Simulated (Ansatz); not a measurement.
**SnSe2: response to strain**

Start from SnSe$_{2}$ in the CdI2 type structure (space group P-3m1, No. 164; a = 3.8258 Å, c = 6.2309 Å; layered, stacked along the Cartesian z axis). Axes: x lies along a and z along c of the hexagonal cell.

Strains are applied to the cell and any free atomic positions relax; under biaxial strain the out-of-plane vector relaxes too.

Calculations: r2SCAN+rVV10 (Ansatz, an electronic-structure program), spin-orbit coupling left out.

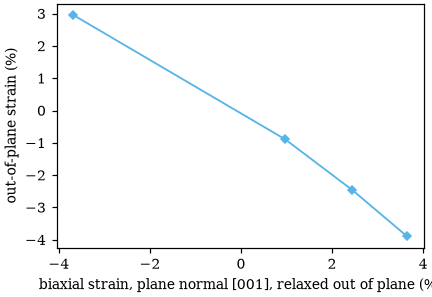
Figure. Out-of-plane strain against biaxial strain, plane normal [001], relaxed out of plane

Problem. From the plot, what is the out-of-plane strain for biaxial strain +2.44 %, plane normal [001], relaxed out of plane?

Solution. About -2.5 %.

Problem. Is the trend monotonic over the range shown?

Solution. Yes, it falls throughout, spanning -3.90 % to +2.96 %.

Whether these cells are dynamically stable was not tested.
